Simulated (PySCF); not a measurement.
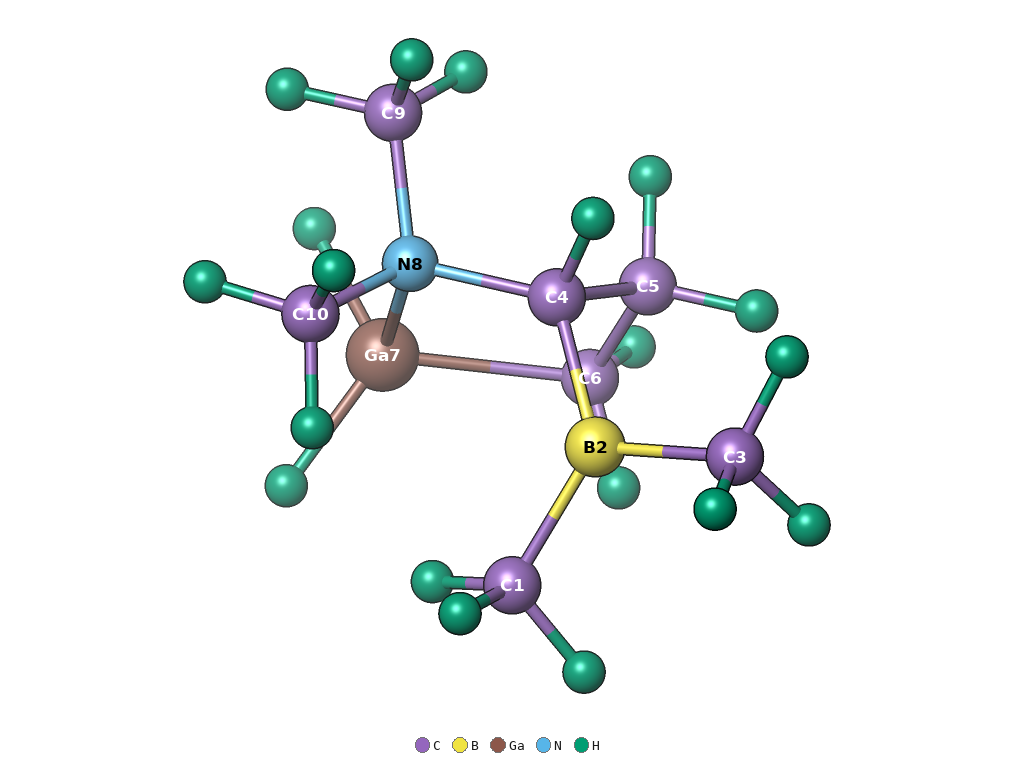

Atoms fade into the background with distance from the viewer. Computed geometry: PBE0-D3(BJ)/def2-SVP optimisation. No frequency run is at hand to confirm it as a minimum.

**What is the conformation of the ring C4–C5–C6–Ga7–N8?**

It is a twist (half-chair). The Cremer–Pople amplitude Q is 0.45 Å.

**Give the torsion angles round the ring, beginning with the bond from its second to its third atom.**

41°, −15°, −13°, 37°, −55°.
